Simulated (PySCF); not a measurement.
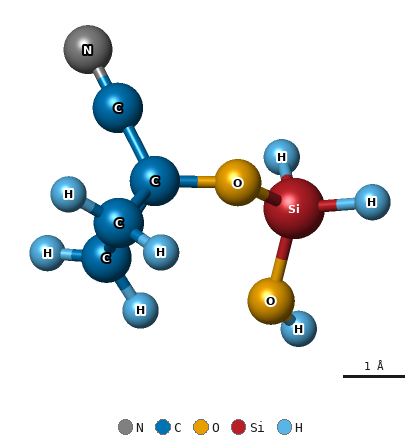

**Figure 1.** The structure (ball-and-stick view, seen at a tilt). Bond lengths as drawn: C–C 1.43 to 1.51 Å, C–H 1.08 Å, C–N 1.15 Å, C–O 1.38 Å, H–O 0.95 Å, H–Si 1.45 to 1.46 Å and O–Si 1.62 to 1.63 Å.

## C₄H₇NO₂Si: excited-state calculation

System: C₄H₇NO₂Si.
Method: TDDFT CAM-B3LYP/def2-SVPD, vertical, gas phase, core orbitals frozen in the response (PySCF 2.14.0).

The geometry comes from this level: GFN2-xTB.

## Input file
```
{"job": {"kind": "uv", "xc": "CAM-B3LYP", "basis": "def2-SVPD", "nstates": 8, "ntriplets": 3}, "charge": 0, "multiplicity": 1}
N     -1.177736     1.314258     2.637376
C     -0.961866     0.700444     1.695031
C     -0.686108    -0.053025     0.514816
O      0.488621    -0.777366     0.562693
Si     2.011753    -0.368485     0.195996
O      2.025895     0.140489    -1.353700
C     -1.858695    -0.655832    -0.223143
C     -1.159548     0.535623    -0.795159
H      2.521528     0.704502     1.044713
H      2.639035    -1.666581     0.363734
H      2.835393     0.401346    -1.781108
H     -1.681293    -1.617319    -0.679137
H     -2.843674    -0.531291     0.201028
H     -1.656339     1.494015    -0.768682
H     -0.501380     0.387211    -1.636370
```

The first line tells a small driver script what to run in PySCF; the rest is the geometry in Å.

Launch command:
```bash
OMP_NUM_THREADS=1 python <driver script> task.json out
```

## Output
```
coarse grid: 13544 points
cycle   1  E = -650.5505892112  dE =  1.496e+00  |g| = 9.874e-01  |ddm| = 6.656e+00
cycle   2  E = -650.3633040846  dE =  1.873e-01  |g| = 1.421e+00  |ddm| = 3.599e+00
cycle   3  E = -650.7411159301  dE = -3.778e-01  |g| = 1.539e-01  |ddm| = 2.104e+00
cycle   4  E = -650.7444980590  dE = -3.382e-03  |g| = 9.290e-02  |ddm| = 3.125e-01
cycle   5  E = -650.7462260959  dE = -1.728e-03  |g| = 1.335e-02  |ddm| = 1.399e-01
cycle   6  E = -650.7462648954  dE = -3.880e-05  |g| = 3.831e-03  |ddm| = 3.322e-02
cycle   7  E = -650.7462683508  dE = -3.455e-06  |g| = 7.767e-04  |ddm| = 9.795e-03
final grid: 127776 points
cycle   8  E = -650.8578493434  dE = -3.335e-05  |g| = 3.051e-03  |ddm| = 8.251e-02
cycle   9  E = -650.8578492725  dE =  7.085e-08  |g| = 3.383e-03  |ddm| = 1.078e-02
cycle  10  E = -650.8578516739  dE = -2.401e-06  |g| = 5.336e-04  |ddm| = 4.976e-03
cycle  11  E = -650.8578517161  dE = -4.224e-08  |g| = 3.119e-04  |ddm| = 1.101e-03
cycle  12  E = -650.8578517343  dE = -1.818e-08  |g| = 1.059e-04  |ddm| = 5.935e-04
cycle  13  E = -650.8578517367  dE = -2.373e-09  |g| = 2.058e-05  |ddm| = 1.780e-04
cycle  14  E = -650.8578517368  dE = -1.096e-10  |g| = 4.488e-06  |ddm| = 6.521e-05
```

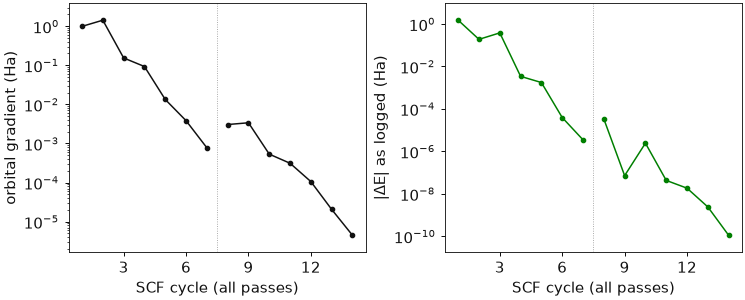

**Figure 2.** Convergence of the self-consistent field: orbital gradient and size of the energy change against the SCF cycle. The dotted line marks the change from a coarse to the final integration grid. The first 7 cycles use a coarse grid, the final grid takes over at cycle 8, and the field converges after 14 cycles in all.

```
converged SCF energy = -650.8578517368

Static polarisability (au): isotropic 77.836, principal 67.970 79.483 86.054

Singlet excitations
state   eV       nm        f      main configurations
  1   6.8128    182.0   0.00079   H->L+1 0.42, H->L+2 0.17
  2   7.4477    166.5   0.00128   H-1->L 0.36, H->L 0.31, H-2->L 0.17
  3   7.6790    161.5   0.06136   H->L+4 0.24, H->L+3 0.17, H->L+1 0.12
  4   7.7967    159.0   0.02362   H->L+1 0.35, H->L+2 0.26
  5   7.9599    155.8   0.00756   H->L 0.44, H-1->L 0.20
  6   8.1026    153.0   0.01795   H-1->L+1 0.61, H->L+2 0.11
  7   8.2082    151.0   0.00359   H-3->L+4 0.27, H-3->L+6 0.14, H-3->L+3 0.12
  8   8.3312    148.8   0.01063   H-2->L+1 0.33

Triplet excitations (Tamm-Dancoff, eV): 6.2113 6.3931 6.7236
```

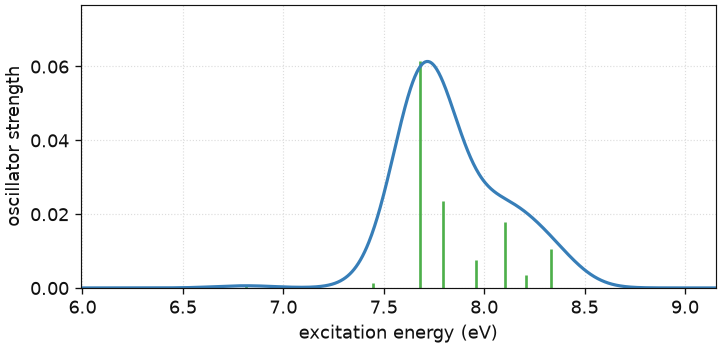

**Figure 3.** Computed excitations as sticks (degenerate states added up, dark ones marked on the axis), with a Gaussian envelope of 0.35 eV full width at half maximum, scaled to the tallest. Of the 8 states the lowest lies at 6.81 eV (f = 0.001); the strongest line is at 7.68 eV, or 161 nm (f = 0.061).

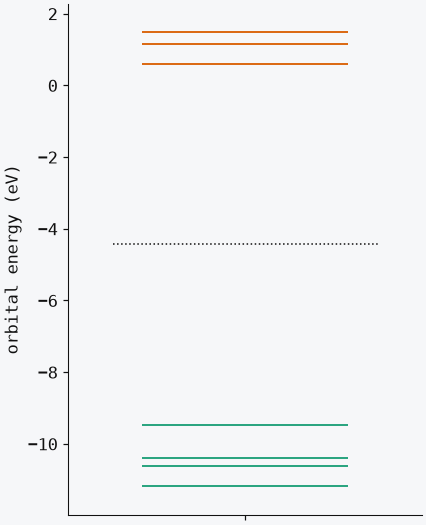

**Figure 4.** Orbital energies near the frontier; the dotted line parts filled from empty levels, and levels within 0.02 eV of each other stand side by side. Highest filled −9.47 eV, lowest empty 0.59 eV, 10.06 eV apart.

## Key numbers

```csv
quantity,value
outcome,converged
total energy,−650.857852 hartree
HOMO,−9.47 eV
LUMO,0.59 eV
dipole moment,4.36 D
mean polarisability,77.84 a.u.
lowest singlet excitation,6.81 eV
hardware,"1 CPU thread, shared host"
wall time,1.7 min
peak memory,1 GiB
```
